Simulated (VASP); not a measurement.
```
CELL_PARAMETERS angstrom
     -3.00197     3.00197     3.00197
      3.00197    -3.00197     3.00197
      3.00197     3.00197    -3.00197
ATOMIC_POSITIONS crystal
  Cs 0.00000 0.00000 0.00000
```

All values below come from PBEsol GGA, VASP's PBE PAW potentials (set 64) (plane waves; VASP). Settings: 400 eV cut-off, 10×10×10 Γ-centred mesh, tetrahedra with Blöchl corrections, potentials Cs_sv.

Unless said otherwise, spin-orbit coupling is left out, though it shifts the bands of the heavy elements here.

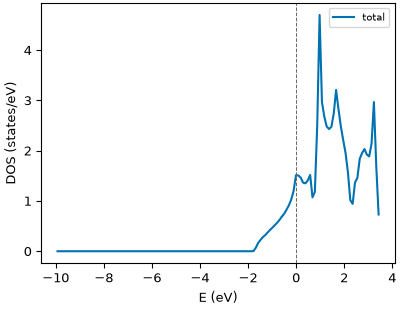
Total and projected density of states, zero at the Fermi level

Within 2 eV below the Fermi level the largest weight inside VASP's projection spheres is Cs s, then Cs p.

It has no gap at this level: it comes out as a metal or semimetal.

The compound is Cs in the bcc structure. It was relaxed first.
